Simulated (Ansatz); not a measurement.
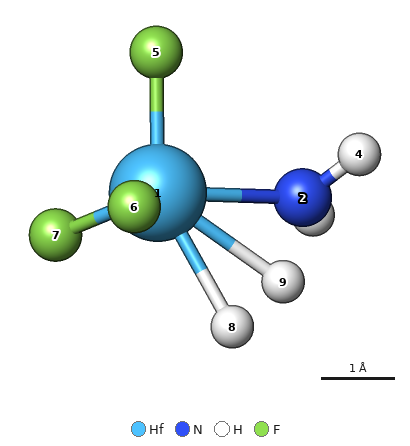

**Figure 1.** The structure as given in the input (ball-and-stick view, seen at a tilt; atoms are numbered from 1 in the order of the input). Sticks mark near contacts. Bond lengths as drawn: F–Hf 1.92 to 1.93 Å, Hf–N 2.20 Å, H–Hf 2.11 to 2.13 Å and H–N 1.03 Å.

## Frequency calculation of HfNH4F3

The run: frequency calculation of HfNH4F3. Method and program: RKS PBE-D4/def2-SVP (Ansatz 0.2.0).

It belongs to a series of runs on one base structure; here: vibrations at the highest image of the band. Figures and captions count atoms from 1; the log counts them from 0 in places.

### Output
```
Engine: ansatz 0.2.0, aarch64-unknown-linux-gnu
Functional definition: PBE
  parameter kappa = 0.804
  parameter beta = 0.06672455060314922
  exchange = pbe_x(kappa = kappa, mu = beta*pi^2/3)
  correlation = pbe_c(beta = beta)
1162 factors; their error is unknown
mean field evaluation 1: about -10990.4390 eV, gradient 8.2e1 eV
mean field evaluation 2: about -10907.3195 eV, gradient 2.2e2 eV
mean field evaluation 4: about -11001.7784 eV, gradient 2.1e1 eV
mean field evaluation 8: about -11002.6135 eV, gradient 1.1e-1 eV
mean field evaluation 16: about -11002.5174 eV, gradient 3.4e-3 eV
mean field -11002.51737963 eV, -404.3350559273 hartree, gradient 4.0e-5 eV, S^2 0.000000; 0 other end points of the search recorded, 0 dependent functions left out
the calculation of the forces begins
reference -11002.51745570 eV, -404.3350587228 hartree; 25, 25 occupied and 83, 83 virtual orbitals, 1162 factors
these checks for a lower state are left out or cut short: stability, starts, cluster_reference, orbital_swaps, neighbouring_geometries, increment
1162 factors; their error is unknown
mean field -11002.51703577 eV, -404.3350432906 hartree, gradient 2.4e-6 eV, S^2 0.000000; 0 other end points of the search recorded, 0 dependent functions left out
[... from here on the field's lines of each further geometry are left out, up to the last ...]
the calculation of the forces begins
reference -11002.51733569 eV, -404.3350543126 hartree; 25, 25 occupied and 83, 83 virtual orbitals, 1162 factors
these checks for a lower state are left out or cut short: stability, starts, cluster_reference, orbital_swaps, neighbouring_geometries, increment
1162 factors; their error is unknown
mean field -11002.51747135 eV, -404.3350592978 hartree, gradient 2.4e-6 eV, S^2 0.000000; 0 other end points of the search recorded, 0 dependent functions left out
the calculation of the forces begins
reference -11002.51754741 eV, -404.3350620932 hartree; 25, 25 occupied and 83, 83 virtual orbitals, 1162 factors
WARN: phonons: modes at or below zero, which the zero-point energy, F, S and C_V leave out: 1, the lowest at -1059.28 cm⁻¹. A minimum has none, and a first-order saddle one
Total energy: -11002.65542278 eV, -404.3401289194 hartree
Atom 0 at    -0.285239    -0.071011     0.077933 Å, force     0.000490     0.008472    -0.003466 eV/Å
Atom 1 at    -0.152546    -0.074068     2.271536 Å, force    -0.013488    -0.009212    -0.011788 eV/Å
Atom 2 at    -0.281841    -0.923450     2.836820 Å, force     0.011691     0.000042     0.002363 eV/Å
Atom 3 at     0.446965     0.579420     2.792926 Å, force    -0.008137     0.005590     0.000259 eV/Å
Atom 4 at     1.630939     0.044295    -0.111947 Å, force     0.003040    -0.008032    -0.003717 eV/Å
Atom 5 at    -0.679299     1.479773    -0.986406 Å, force     0.002228    -0.000991     0.006621 eV/Å
Atom 6 at    -0.818180    -1.762113    -0.651519 Å, force     0.001911    -0.000946     0.000154 eV/Å
Atom 7 at    -2.078740     0.420485     1.083407 Å, force     0.003400    -0.005376     0.001042 eV/Å
Atom 8 at    -1.378560     0.318170     1.862149 Å, force    -0.001137     0.010454     0.008532 eV/Å
Dipole moment:     0.008324    -0.104906     0.790566 e Å
Vibrations: -1059.28 24.58 88.23 154.12 165.26 171.81 215.37 401.88 495.81 527.95 559.79 637.79 646.56 657.72 946.80 1443.27 1473.36 1628.15 1711.34 3424.75 3523.88 cm⁻¹, zero-point energy 1.171553 eV
```

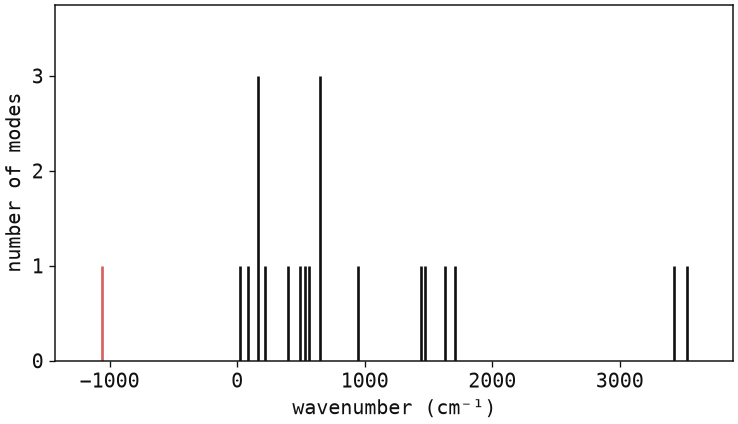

**Figure 2.** Harmonic vibrational wavenumbers from the force constants; neighbouring modes closer than 21 cm⁻¹ are counted in one stick, and imaginary ones are drawn at negative wavenumbers. 21 modes from 1059i to 3524 cm⁻¹, 1 imaginary beyond 8i (1059i cm⁻¹): a first-order saddle point, if the geometry is stationary.

This output came from the following input.

### The input
```yaml
crystal:
  periodic: [false, false, false]
  atoms:
    - { symbol: Hf, position_ang: [-0.285239, -0.071011, 0.077933] }
    - { symbol: "N", position_ang: [-0.152546, -0.074068, 2.271536] }
    - { symbol: H, position_ang: [-0.281841, -0.92345, 2.83682] }
    - { symbol: H, position_ang: [0.446965, 0.57942, 2.792926] }
    - { symbol: F, position_ang: [1.630939, 0.044295, -0.111947] }
    - { symbol: F, position_ang: [-0.679299, 1.479773, -0.986406] }
    - { symbol: F, position_ang: [-0.81818, -1.762113, -0.651519] }
    - { symbol: H, position_ang: [-2.07874, 0.420485, 1.083407] }
    - { symbol: H, position_ang: [-1.37856, 0.31817, 1.862149] }
basis:
  gaussian: { orbitals: def2-SVP }
hamiltonian:
  xc: pbe
  dispersion: d4
phonons: {}
```

Launched with:
```bash
ansatz run input.yaml --threads 2 --pin off --max-ram 3072MiB --backend cpu --events-out ev --progress --plain --runs-dir out
```

### Key numbers

| quantity | value |
| --- | --- |
| outcome | converged |
| total energy | −11002.6554 eV |
| mean-field energy | −11002.5175 eV |
| largest force (length of the vector) | 0.020 eV/Å |
| hardware | 2 threads of Arm Neoverse V1, 24 GiB of memory available, shared host |
| wall time | 97 s (CPU time 3.1 min) |
| peak memory | 0.14 GiB |
